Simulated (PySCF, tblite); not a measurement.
**C3H6BF3Si: geometry, infrared bands and NMR shifts**

Wanted: the infrared bands and NMR shifts of C3H6BF3Si (`FB(F)[C@@H]1CC[Si@H]1F`), by calculation.

Computed with tblite 0.8.0 and PySCF 2.14.0, with density-fitted response routines of our own, on a single molecule in the gas phase. Atoms count from 0, in the outputs and in this text.

## Step 1: Starting geometry

14 atoms, charge 0, multiplicity 1; geometry from: force field or distance geometry start.

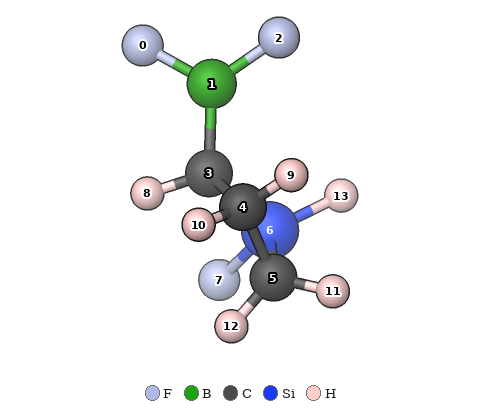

The starting geometry (fluorine light blue, boron green, carbon dark grey, silicon blue, hydrogen pink), atoms numbered; sticks join atoms by distance.

## Step 2: Optimising the geometry with GFN2-xTB

Job settings and geometry (Å):

```
{"job": {"kind": "relax", "xc": "GFN2-xTB", "basis": "xTB"}, "charge": 0, "multiplicity": 1}
F      3.209600    -0.175800     0.239900
B      1.949700    -0.240300    -0.516400
F      2.071700    -0.114500    -1.929800
C      0.617200    -0.146900     0.299100
C     -0.490700    -1.092600    -0.102800
C     -1.583900    -0.092500     0.189900
Si    -0.409500     1.364000     0.089000
F     -0.426900     2.336000     1.460000
H      0.834600    -0.320200     1.392900
H     -0.525100    -1.364100    -1.169300
H     -0.589200    -1.957600     0.588100
H     -2.336800    -0.036700    -0.604600
H     -1.972800    -0.195900     1.236100
H     -0.348500     2.036700    -1.194400
```

Command:

```console
> OMP_NUM_THREADS=1 python probes_run.py task.json out
```

The driver reads the jobs from task.json and runs them one after another.

The program printed:

```text
step      E/eV     max force
  0    -727.67747    4.110
  1    -728.32784    2.096
  2    -728.53081    1.430
  3    -728.59221    0.704
  4    -728.67392    0.670
  5    -728.70341    0.666
  6    -728.73361    0.379
  7    -728.75055    0.387
  8    -728.76352    0.271
  9    -728.76928    0.186
 10    -728.77264    0.150
 11    -728.77587    0.161
 12    -728.78000    0.208
 13    -728.78415    0.189
 14    -728.78703    0.108
 15    -728.78859    0.090
 16    -728.78979    0.097
 17    -728.79115    0.120
 18    -728.79247    0.100
 19    -728.79355    0.080
 20    -728.79446    0.073
 21    -728.79554    0.087
 22    -728.79711    0.115
 23    -728.79930    0.172
 24    -728.80156    0.172
 25    -728.80320    0.096
 26    -728.80439    0.089
 27    -728.80571    0.102
 28    -728.80729    0.145
 29    -728.80892    0.134
 30    -728.81033    0.088
 31    -728.81143    0.078
 32    -728.81239    0.084
 33    -728.81327    0.083
 34    -728.81404    0.077
 35    -728.81471    0.097
 36    -728.81561    0.081
 37    -728.81707    0.092
 38    -728.81778    0.060
 39    -728.81845    0.068
 40    -728.81918    0.076
 41    -728.82030    0.122
 42    -728.82166    0.119
 43    -728.82297    0.086
 44    -728.82393    0.067
 45    -728.82469    0.078
 46    -728.82536    0.081
 47    -728.82568    0.105
 48    -728.82615    0.044
 49    -728.82643    0.035
 50    -728.82680    0.054
 51    -728.82707    0.047
 52    -728.82727    0.026
 53    -728.82737    0.025
 54    -728.82745    0.025
 55    -728.82754    0.025
 56    -728.82763    0.025
 57    -728.82773    0.028
 58    -728.82784    0.026
 59    -728.82794    0.027
 60    -728.82802    0.024
 61    -728.82808    0.022
 62    -728.82813    0.018
 63    -728.82818    0.016
 64    -728.82822    0.016
 65    -728.82825    0.014
 66    -728.82827    0.014
 67    -728.82830    0.015
 68    -728.82835    0.021
 69    -728.82841    0.022
 70    -728.82848    0.021
 71    -728.82854    0.021
 72    -728.82860    0.021
 73    -728.82866    0.025
 74    -728.82875    0.027
 75    -728.82883    0.027
 76    -728.82890    0.029
 77    -728.82896    0.025
 78    -728.82901    0.018
 79    -728.82904    0.014
 80    -728.82907    0.011
 81    -728.82909    0.011
 82    -728.82910    0.012
 83    -728.82912    0.012
 84    -728.82916    0.015
 85    -728.82921    0.018
 86    -728.82926    0.015
 87    -728.82930    0.014
 88    -728.82933    0.014
 89    -728.82935    0.011
 90    -728.82938    0.013
 91    -728.82941    0.010
 92    -728.82942    0.006
```

Run time: 0.9 s. Hardware: 1 thread of Arm Neoverse N1, shared host; peak memory 0.18 GiB.

The steps of the relaxation: (not every step is listed)

```csv
step,energy from step 0 (eV),largest force (eV/Å)
0,0.0000,4.1102
1,-0.6504,2.0965
2,-0.8533,1.4301
3,-0.9147,0.7038
4,-0.9964,0.6703
5,-1.0259,0.6659
6,-1.0561,0.3794
7,-1.0731,0.3866
8,-1.0861,0.2714
15,-1.1111,0.0899
22,-1.1196,0.1152
29,-1.1314,0.1344
36,-1.1381,0.0814
43,-1.1455,0.0858
50,-1.1493,0.0538
57,-1.1503,0.0279
64,-1.1508,0.0163
71,-1.1511,0.0214
78,-1.1515,0.0183
85,-1.1517,0.0181
87,-1.1518,0.0137
88,-1.1519,0.0137
89,-1.1519,0.0110
90,-1.1519,0.0125
91,-1.1519,0.0100
92,-1.1520,0.0060
```

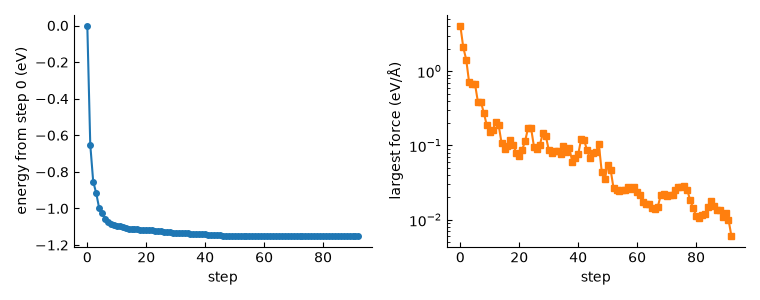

Energy and force, step by step.

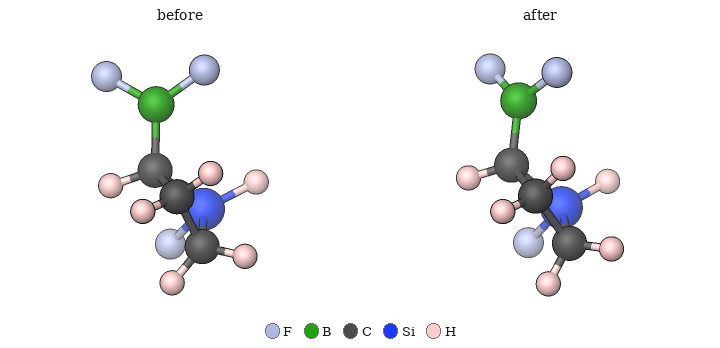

The geometry before (left) and after (right).

Close pairs (by a distance rule), those that changed most:

```csv
bond,before (Å),after (Å),change (Å)
F0–B1,1.471,1.325,-0.146
B1–F2,1.424,1.326,-0.099
C3–Si6,1.839,1.930,+0.091
Si6–F7,1.681,1.617,-0.064
C3–C4,1.511,1.550,+0.039
C3–H8,1.129,1.091,-0.038
C4–C5,1.510,1.547,+0.037
C5–H12,1.121,1.089,-0.032
```

The next job starts from the end point, and lists it.

## Step 3: Vibrational analysis with GFN2-xTB

Job settings and geometry (Å):

```
{"job": {"kind": "ir", "xc": "GFN2-xTB", "basis": "xTB"}, "charge": 0, "multiplicity": 1}
F      3.137664     0.255372    -0.180633
B      1.959909    -0.228323    -0.546078
F      1.929707    -0.639391    -1.806043
C      0.713852    -0.205354     0.364936
C     -0.498882    -1.093399    -0.011956
C     -1.642925    -0.055268     0.070330
Si    -0.387558     1.369310     0.183881
F     -0.433591     2.259693     1.532399
H      0.985023    -0.319774     1.415115
H     -0.391662    -1.475789    -1.025248
H     -0.627944    -1.937226     0.662432
H     -2.322395    -0.085308    -0.777068
H     -2.245014    -0.181090     0.969393
H     -0.176863     2.336074    -0.873625
```

The program printed:

```text
mode    cm-1     km/mol
  1      44.3      0.72
  2      65.2      2.22
  3      93.4      2.12
  4     148.6     14.92
  5     175.2      4.06
  6     204.7     10.30
  7     342.5     13.04
  8     463.7     19.19
  9     484.1      4.84
 10     519.0     54.27
 11     555.3     93.57
 12     642.1     43.59
 13     661.3    138.63
 14     704.6     83.24
 15     733.2    112.80
 16     815.2    167.68
 17     867.4     50.40
 18     899.0     28.26
 19     993.4     15.72
 20    1008.8    156.34
 21    1026.2      3.87
 22    1092.8     17.74
 23    1177.6     13.83
 24    1193.4    150.10
 25    1212.9     36.31
 26    1249.1    346.01
 27    1282.0     48.72
 28    1323.2    369.00
 29    1456.9      5.12
 30    1489.9      0.58
 31    2391.4    276.16
 32    2973.4     12.88
 33    2994.1      4.29
 34    3012.9     46.54
 35    3018.9     26.39
 36    3028.2     32.32
```

It took 0.71 s on 1 thread of Arm Neoverse N1, shared host; peak memory 0.18 GiB.

Which atoms move in the most intense modes:

```csv
cm⁻¹,km/mol,atoms
661,138.6,"C3 24 %, H13 22 %, Si6 17 %"
733,112.8,"C5 36 %, Si6 18 %, F7 15 %, H11 12 %"
815,167.7,"F7 33 %, Si6 30 %, C3 16 %"
1009,156.3,"H8 54 %, C3 23 %"
1193,150.1,"H8 29 %, B1 23 %, H12 10 %"
1249,346.0,"B1 66 %, F2 15 %"
1323,369.0,"B1 38 %, C3 28 %, H8 12 %, H9 10 %"
2391,276.2,H13 97 %
```

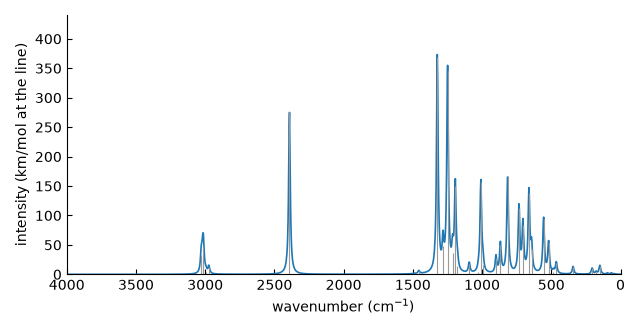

The infrared spectrum from these modes, unscaled. Lines are broadened to a width of 14 cm⁻¹ (Lorentzian).

## Step 4: Shielding tensors: PBE0/pcSseg-1

The job, as its differences from that of step 3:

```diff
@@ -1,2 +1,2 @@
-{"job": {"kind": "ir", "xc": "GFN2-xTB", "basis": "xTB"}, "charge": 0, "multiplicity": 1}
+{"job": {"kind": "nmr", "xc": "PBE0", "basis": "pcSseg-1"}, "charge": 0, "multiplicity": 1}
 F      3.137664     0.255372    -0.180633
```

Level: GIAO PBE0/pcSseg-1 NMR shielding, non-relativistic, gas phase.

The program printed:

```text
coarse grid: 12952 points
cycle   1  E = -731.1701320780  dE =  9.069e-01  |g| = 8.396e-01  |ddm| = 3.402e+00
cycle   2  E = -731.0729066174  dE =  9.723e-02  |g| = 1.188e+00  |ddm| = 1.314e+00
cycle   3  E = -731.2915826893  dE = -2.187e-01  |g| = 8.512e-02  |ddm| = 7.934e-01
cycle   4  E = -731.2927739339  dE = -1.191e-03  |g| = 3.787e-02  |ddm| = 9.492e-02
cycle   5  E = -731.2930587504  dE = -2.848e-04  |g| = 6.204e-03  |ddm| = 3.337e-02
cycle   6  E = -731.2930664955  dE = -7.745e-06  |g| = 1.892e-03  |ddm| = 7.495e-03
final grid: 123808 points
cycle   7  E = -731.3536094265  dE = -5.746e-05  |g| = 7.863e-03  |ddm| = 2.108e-02
cycle   8  E = -731.3535994433  dE =  9.983e-06  |g| = 1.006e-02  |ddm| = 1.420e-02
cycle   9  E = -731.3536240524  dE = -2.461e-05  |g| = 7.480e-04  |ddm| = 8.440e-03
cycle  10  E = -731.3536241264  dE = -7.399e-08  |g| = 3.333e-04  |ddm| = 7.741e-04
cycle  11  E = -731.3536241416  dE = -1.524e-08  |g| = 5.159e-05  |ddm| = 2.249e-04
cycle  12  E = -731.3536241421  dE = -4.698e-10  |g| = 1.138e-05  |ddm| = 5.770e-05
converged SCF energy = -731.3536241421

GIAO shielding tensors (ppm)
atom      isotropic    diamagn.    paramagn.     s11        s22        s33       span
  0 F      254.317     466.641    -212.324    100.425    300.584    361.941    261.516
  1 B       72.350     192.480    -120.130     42.580     80.179     94.291     51.711
  2 F      250.235     469.733    -219.497     74.601    296.544    379.561    304.960
  3 C      157.165     263.859    -106.693    127.995    169.204    174.298     46.303
  4 C      170.837     250.190     -79.353    161.336    170.565    180.612     19.275
  5 C      160.348     256.142     -95.794    123.473    173.654    183.917     60.445
  6 Si     322.785     877.251    -554.466    277.407    305.510    385.439    108.032
  7 F      342.779     466.998    -124.219    301.937    350.539    375.863     73.926
  8 H       29.347      32.936      -3.589     26.122     28.408     33.511      7.389
  9 H       29.530      32.248      -2.718     25.306     29.195     34.088      8.783
 10 H       29.643      31.256      -1.613     25.101     27.338     36.489     11.389
 11 H       29.884      30.506      -0.622     25.296     27.614     36.743     11.447
 12 H       29.453      30.616      -1.163     26.049     27.323     34.988      8.939
 13 H       26.090      28.680      -2.589     22.385     24.989     30.897      8.512
```

Run time: 49 s. Hardware: 1 thread of Arm Neoverse N1, shared host; peak memory 0.78 GiB.

Shifts follow as δ = σ(reference) − σ, with reference shieldings (ppm) from runs at the same level and on the same kind of geometry: 1H TMS 31.72, 13C TMS 186.9, 29Si TMS 349.2, 19F CFCl3 170.9, 11B BF3·OEt2 100.1. The references are single molecules in the gas phase, so shifts against H2O, NH3, PH3, H3PO4 or CFCl3 are not on the usual liquid scales and can be off by tens of ppm. Atoms listed in one row are averaged.

```csv
atoms,environment,σ (ppm),δ (ppm),δ scaled to CDCl3
C3,sp3 CH bonded to B and Si,157.2,29.8,27.1
C5,sp3 CH2 bonded to Si,160.3,26.6,24.0
C4,sp3 CH2 in a ring,170.8,16.1,13.8
H13,"hydrogen on a silicon bonded to 2 C, F, in a 4-membered ring",26.09,5.63,–
H8,hydrogen on an sp3 CH bonded to B and Si,29.35,2.37,2.34
H12,hydrogen on an sp3 CH2 bonded to Si,29.45,2.26,2.24
H9,hydrogen on an sp3 CH2 in a ring,29.53,2.19,2.17
H10,hydrogen on an sp3 CH2 in a ring,29.64,2.07,2.06
H11,hydrogen on an sp3 CH2 bonded to Si,29.88,1.83,1.83
"F0, F2",fluorine bonded to B,252.3,-81.3,–
F7,fluorine bonded to Si,342.8,-171.8,–
B1,"boron bonded to C, 2 F",72.3,27.7,–
Si6,"silicon bonded to 2 C, F, H, in a 4-membered ring",322.8,26.4,–
```

The scaled column applies a straight-line fit of computed shieldings to shifts measured in CDCl3, and one for carbons that bear F (root-mean-square error 0.16 ppm for H, 1.9 ppm for C).

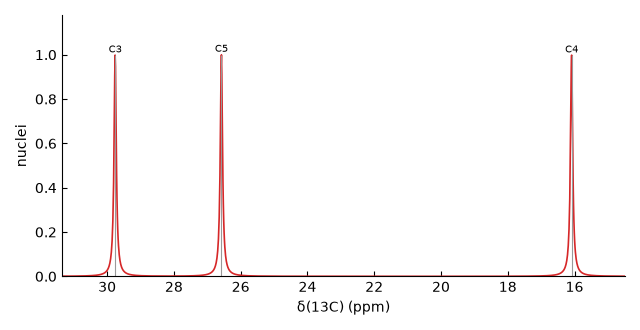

13C lines at the computed shifts, without couplings. Lines are broadened to a width of 0.08 ppm (Lorentzian).

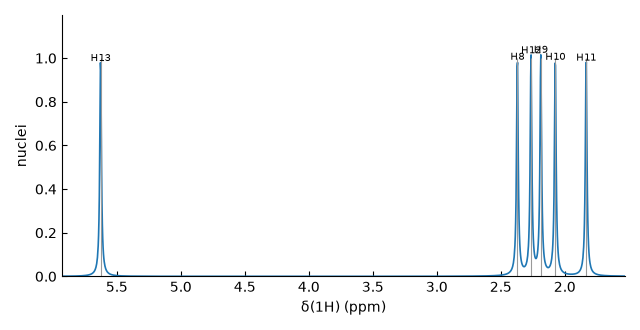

1H lines at the computed shifts, without couplings. Lines are broadened to a width of 0.02 ppm (Lorentzian).

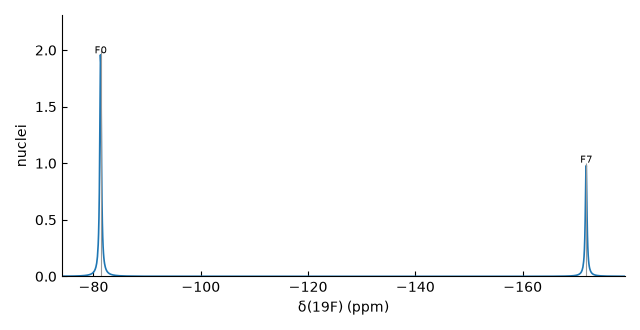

19F lines at the computed shifts, without couplings. Lines are broadened to a width of 0.36 ppm (Lorentzian).

Charges from the same density, by scheme (e):

```csv
atoms,Mulliken,IAO,Hirshfeld,ESP fit
"F0, F2",-0.30,-0.32,-0.15,-0.28
B1,0.80,0.70,0.29,0.62
C3,-0.79,-0.60,-0.20,-0.49
C4,-0.18,-0.24,-0.07,0.15
C5,-0.54,-0.57,-0.16,-0.50
Si6,1.06,1.22,0.47,0.78
F7,-0.41,-0.52,-0.20,-0.33
```

IAO charges:

F0 -0.32; B1 0.70; F2 -0.32; C3 -0.60; C4 -0.24; C5 -0.57; Si6 1.22; F7 -0.52; H8 0.18; H9 0.14; H10 0.15; H11 0.15; H12 0.16; H13 -0.13

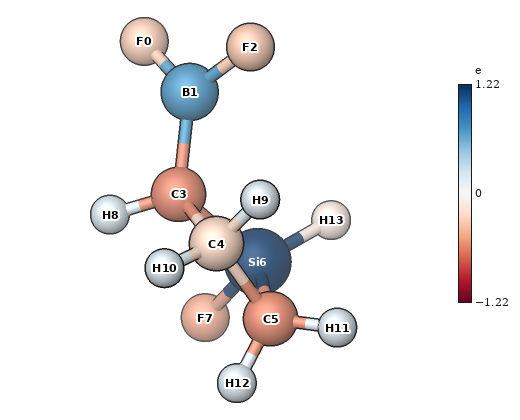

IAO charges, as colours on the atoms.

Mayer bond orders: F0–B1 1.11, B1–F2 1.09, B1–C3 1.00, C3–C4 0.96, C4–C5 1.00, C5–Si6 0.93, Si6–F7 0.96, Si6–C3 0.83.

Ring of atoms C3, C4, C5, Si6: NICS(0) 0.3, NICS(1) -0.9, NICS(1)zz 4.0 ppm (means of both faces).

The fields below are evaluated on a grid from the run's orbitals.

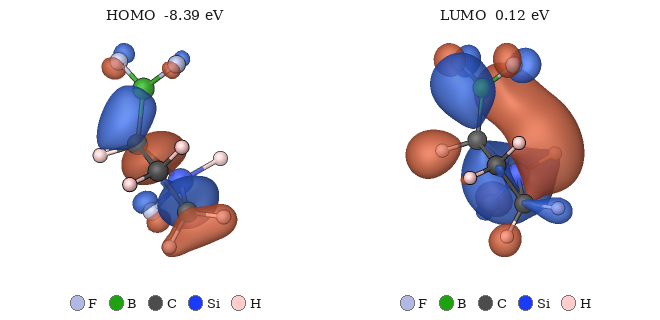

Frontier orbitals at PBE0/pcSseg-1; each surface holds 70 % of the orbital's density, blue and red mark the sign.

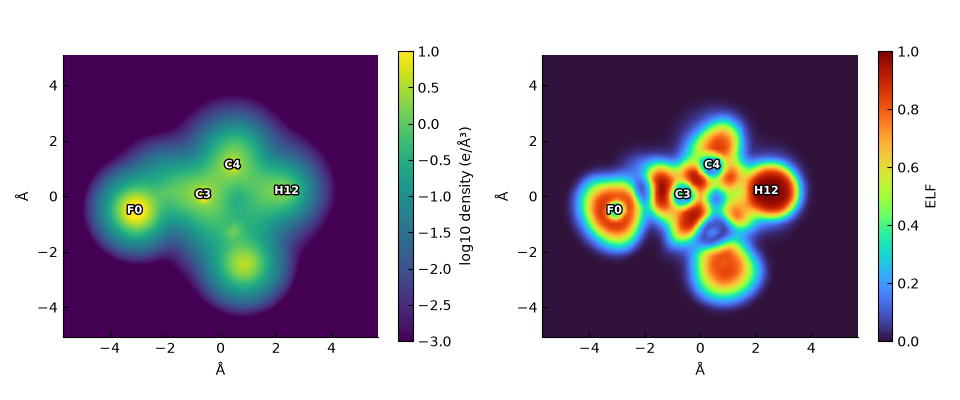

Density (left) and ELF (right) in a plane through or near 4 of the atoms.

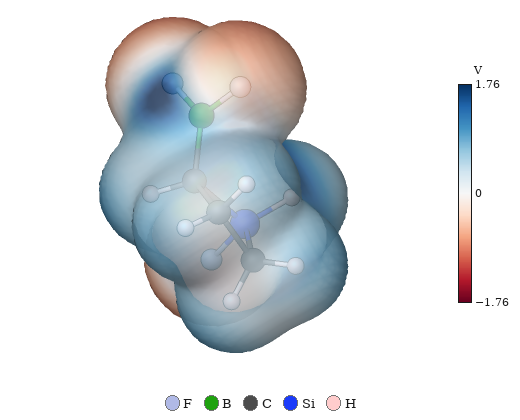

Electrostatic potential on the surface of density 0.002 e/bohr³; red is low, blue high. It runs from -0.90 V near F7 to 1.76 V near B1.

## Step 5: Results

| quantity | value |
| --- | --- |
| strongest single infrared mode (GFN2-xTB) | 1323 cm⁻¹, 369 km/mol |
| zero-point energy (GFN2-xTB) | 57.7 kcal/mol |
| 13C shifts against TMS (PBE0/pcSseg-1) | 29.8, 26.6, 16.1 ppm |
| 1H shifts against TMS (PBE0/pcSseg-1) | 5.63, 2.37, 2.26, 2.19, 2.07, 1.83 ppm |
| 19F shifts against CFCl3 (PBE0/pcSseg-1, means over atoms taken as alike) | -81.3, -171.8 ppm |
| 11B shifts against BF3·OEt2 (PBE0/pcSseg-1) | 27.7 ppm |
| 29Si shifts against TMS (PBE0/pcSseg-1) | 26.4 ppm |
| surface potential, least and greatest | -0.90 V and 1.76 V |

What this shows: Relaxing lowered the energy by 1.152 eV in 92 steps; the close pair that moved most is F0–B1, from 1.471 to 1.325 Å. No mode is imaginary among the 36: a minimum at this level. The strongest single mode, at 1323 cm⁻¹, is carried by B1, C3, H8, H9. GFN2-xTB is a fitted tight-binding method: band positions and strengths are rough. Its intensities can rank the bands wrongly. At PBE0/pcSseg-1: Shielding is most anisotropic at F0, F2 (span 283 ppm, paramagnetic term -216 ppm).
